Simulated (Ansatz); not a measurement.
The starting structures come from a database of crystals and need not be the phases stable at ambient conditions.

 Where the default PAW files enter, the runs use the earlier of Ansatz's two default sets.

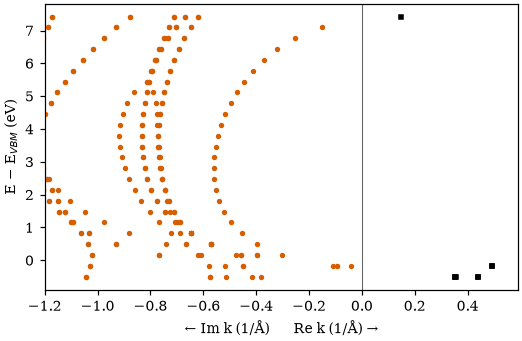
Figure. Complex bands at the centre of the two-dimensional zone; r2SCAN run with Ansatz (a quantum-chemistry and plane-wave program)

The gap is the functional's own, uncorrected, and κ follows it; spin-orbit coupling is left out. Mid-gap values are interpolated between the computed energies.

This is Rb₂NaYF₆ (Fm-3m, not sure to be the ambient phase, 10 atoms a cell, 18.4 Å³ an atom, -3 GPa at this level) along the normal of (111). Read off the slowest decay at the centre of the two-dimensional zone at 3.79 eV, the computed energy nearest the middle of the gap.

κ ≈ 0.54 1/Å, a decay length 1/(2κ) of the density of 0.92 Å.
